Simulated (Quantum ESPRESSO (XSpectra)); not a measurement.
Al K-edge X-ray absorption spectrum (XANES) of Al₂Cu (I4/mcm)

```xyz
6
Lattice="-2.9989 2.9989 2.3927 2.9989 -2.9989 2.3927 2.9989 2.9989 -2.3927" Properties=species:S:1:pos:R:3 pbc="T T T"
Al     0.9513     2.0476     0.0000
Al     2.0476     0.9513     2.3927
Al     3.9502     0.9513     0.0000
Al    -0.9513     2.0476     2.3927
Cu     0.0000     0.0000     3.5891
Cu     0.0000     0.0000     1.1964
```

Geometry: Materials Project entry mp-998 (a computed structure). No spin-polarised start was tried. The cell is the entry's, not relaxed again.

Absorber: atom 1, Al on Wyckoff site h (site symmetry m.2m), with 4 Cu at 2.56 Å, 1 Al at 2.69 Å, 2 Al at 2.85 Å, 4 Al at 3.06 Å, 4 Al at 3.19 Å.

Simulated with Quantum ESPRESSO (XSpectra): LDA, full core hole, dipole K-edge X-ray absorption, plane waves, Troullier-Martins potentials made with ld1.x and PseudoDojo potentials for the other elements (Perdew-Zunger form enforced), scalar-relativistic, no spin, constant broadening.

24-atom cell (absorber images 7.7 Å apart), 74 Ry, k meshes 4×4×4 (SCF) and 5×5×5 (spectrum), Lorentzian half width 0.7 eV. The ground-state test found no gap over 0.25 eV with this functional, so the cell is neutral with smeared occupations; energies count from the Fermi level. Field directions run: x; z, weighted by the site's symmetry in the crystal. Intensities are scaled to a mean of 1 over 0–35 eV.

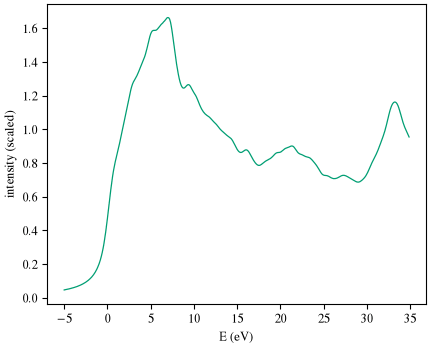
Figure. The computed spectrum

The absolute edge energy is not computed.
